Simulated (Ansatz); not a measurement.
Fields on a plane of ZrPbO3 (cubic perovskite)

```
CELL_PARAMETERS angstrom
      4.10859     0.00000     0.00000
      0.00000     4.10859     0.00000
      0.00000     0.00000     4.10859
ATOMIC_POSITIONS crystal
  Zr 0.00000 0.00000 0.00000
  Pb 0.50000 0.50000 0.50000
  O  0.50000 0.00000 0.00000
  O  0.00000 0.50000 0.00000
  O  0.00000 0.00000 0.50000
```

The slice is a {100} plane (indices of the conventional cell) through the point (0.500, 0.500, 0.500) (fractional), spanned by u = [100] and v = [010] in vectors of this cell: u (4.11 Å) and v (4.11 Å, at 90° to u). It covers one period; positions are fractions (u, v).

Atoms on it: Pb at (0.00, 0.00); O at (0.50, 0.50).

All values below come from LDA (plane waves to 420 eV, PAW, scalar-relativistic; Ansatz, an electronic-structure program). k mesh 8×8×8. Inside the PAW spheres the values are not all-electron values, and peaks at nuclei hang on which shells count as valence. Spin-orbit coupling is left out, though Pb is heavy. This is a high-temperature form of ZrPbO3. ZrPbO3 is run without spin polarisation. ZrPbO3 was relaxed with its symmetry unable to fall.

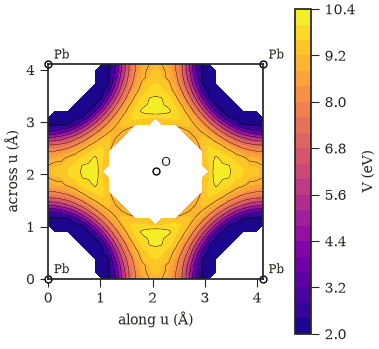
Electrostatic potential energy of an electron, from the cell's mean, in eV, one period of the plane, atoms marked. Points within 0.9 Å of a nucleus are left white, as the pseudised field means little there. Values under 2 eV are set to 2. The zero, the cell's mean, hangs on the PAW cores.

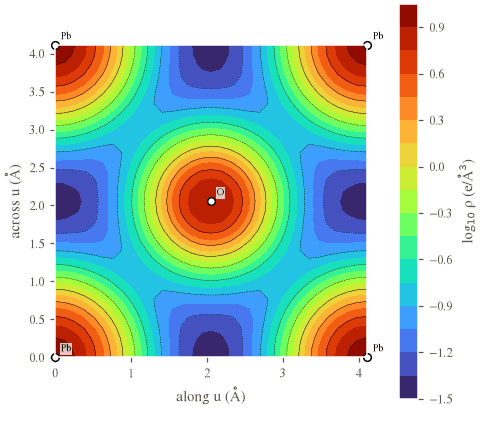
Fig. 1. Log₁₀ of the valence density in e/Å³, one period of the plane, atoms marked. The scale is logarithmic, as a density can span decades between atoms and voids.
